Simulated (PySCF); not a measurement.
**C4H9AlO: density, localisation and related maps**

Input

```
{"job": {"kind": "nmr", "xc": "PBE0", "basis": "pcSseg-1"}, "charge": 0, "multiplicity": 1}
C     -2.012257     0.018332    -0.185713
C     -0.597415    -0.296490     0.305860
C      0.433939    -0.225187    -0.846697
C      1.869188    -0.233231    -0.281695
O      1.959830     0.576021     0.877937
Al     0.463722     0.866353     1.586928
H     -2.323079    -0.697567    -0.948896
H     -2.061252     1.016581    -0.617171
H     -2.723685    -0.029247     0.636049
H     -0.601574    -1.338658     0.669882
H      0.321433    -1.043976    -1.562049
H      0.291073     0.717286    -1.383362
H      2.574784     0.147614    -1.028188
H      2.162717    -1.254203    -0.017556
H      0.238162     1.784362     2.772760
```

Launched as:

```sh
OMP_NUM_THREADS=1 python probes_run.py task.json out
```

Geometry: GFN2-xTB.

Computed with PySCF, PBE0/pcSseg-1, SCF density, gas phase, non-relativistic.

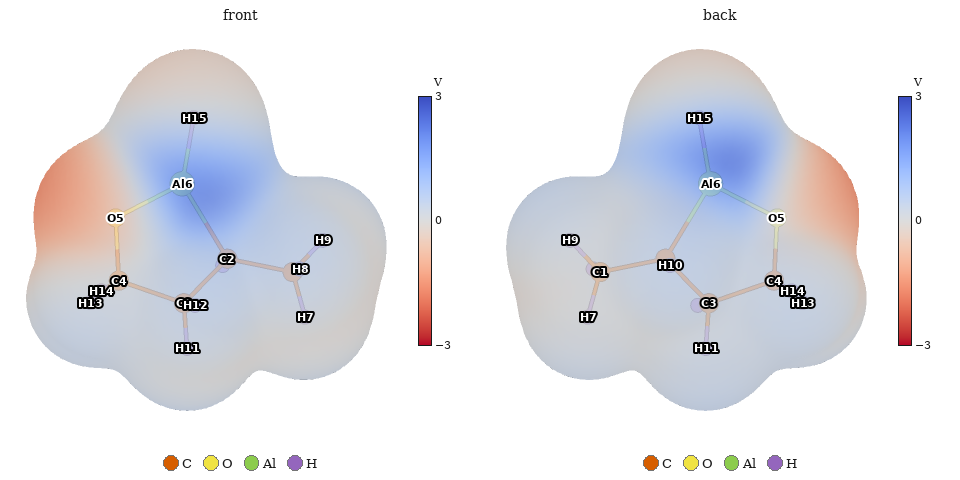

Figure 1. The molecular electrostatic potential painted on the density surface at 0.001 e/bohr³, seen from the front and from behind; red is negative and blue positive.

Question: Describe the electrostatic potential map.

Answer: The most negative region (about −1.6 V) lies over O5, the most positive (about +2.0 V) over Al6. O5 is the likeliest acceptor of a hydrogen bond.

Question: How polar is the molecule by this calculation?

Answer: Its dipole moment is 1.27 D.

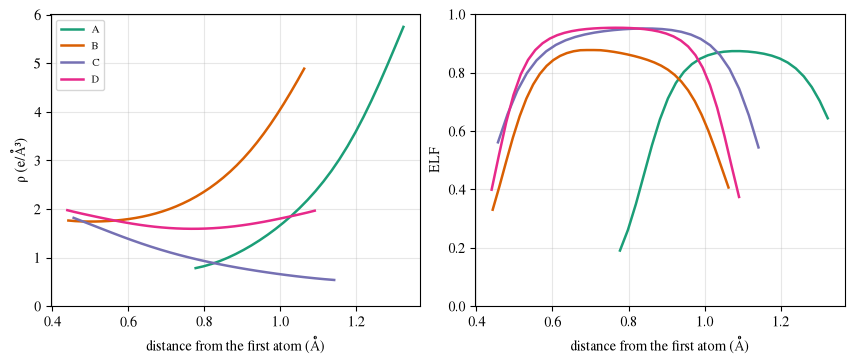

Figure 2. Electron density and ELF along straight lines between neighbouring atoms. The curves leave out the atomic cores.

Question: Which curve belongs to which contact (Al–O, C–Al, C–C and C–O)? The first atom named is at distance zero.

Answer: Curve A: Al–O (1.68 Å): the density is about 0.93 e/Å³ at the midpoint; the ELF peaks at about 0.85 in the valence shell of O, 0.6 Å from its nucleus, and is about 0.45 at the midpoint. Curve B: C–O (1.42 Å): ρ is about 2 e/Å³ halfway, with its minimum of 1.7 e/Å³ about 0.5 Å from C; the ELF peaks at about 0.90 between the atoms: a shared but strongly polarised pair. Curve C: C–Al (2.03 Å): the density is about 0.64 e/Å³ at the midpoint; the ELF peaks at about 0.95 between the atoms, as expected for a polar covalent bond. Curve D: C–C (1.53 Å): ρ is about 1.6 e/Å³ halfway; the ELF peaks at about 0.95 between the atoms; a shared electron pair.
